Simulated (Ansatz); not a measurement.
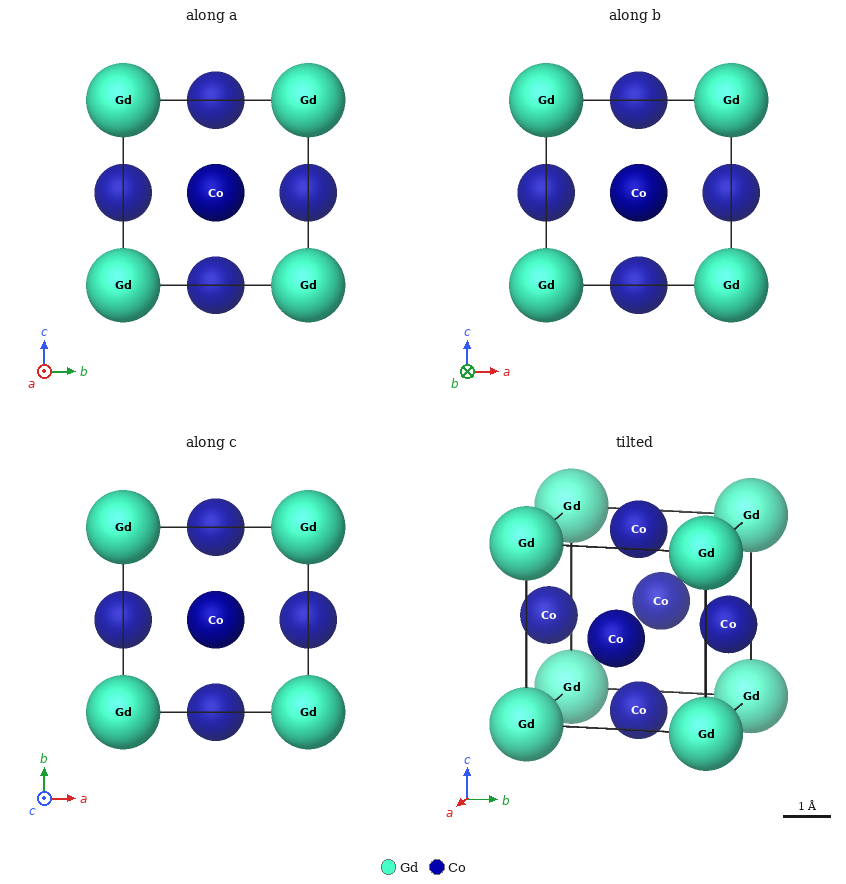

Drawn in the spheres-only manner and seen along the a axis, along the b axis, along the c axis and slightly off an axis. The box is the conventional unit cell; atoms on or close to its faces, edges and corners are drawn wherever they repeat.

Lattice parameters: a = 3.9732 Å, b = 3.9732 Å, c = 3.9732 Å, α = 90.000°, β = 90.000°, γ = 90.000°.

Q: Reconstruct the structure as a CIF with its space group and independent sites.

A:
```cif
data_structure
_symmetry_space_group_name_H-M 'P m -3 m'
_symmetry_Int_Tables_number 221
_cell_length_a 3.9732
_cell_length_b 3.9732
_cell_length_c 3.9732
_cell_angle_alpha 90.000
_cell_angle_beta 90.000
_cell_angle_gamma 90.000
_cell_volume 62.72
loop_
_atom_site_label
_atom_site_type_symbol
_atom_site_symmetry_multiplicity
_atom_site_Wyckoff_symbol
_atom_site_fract_x
_atom_site_fract_y
_atom_site_fract_z
_atom_site_occupancy
Gd1 Gd 1 a 0.0000 0.0000 0.0000 1
Co1 Co 3 c 0.0000 0.5000 0.5000 1
```

The structure was taken from a structure type filled with these elements by a generator (whether the compound takes this form wasn't checked). Earlier steps of the study may have refined or changed the cell and positions. A calculation with Ansatz used it as input.

At this level of theory the cell isn't at rest (stretched, at -14 GPa), so its distances can differ from those at equilibrium, the more so the softer the solid.
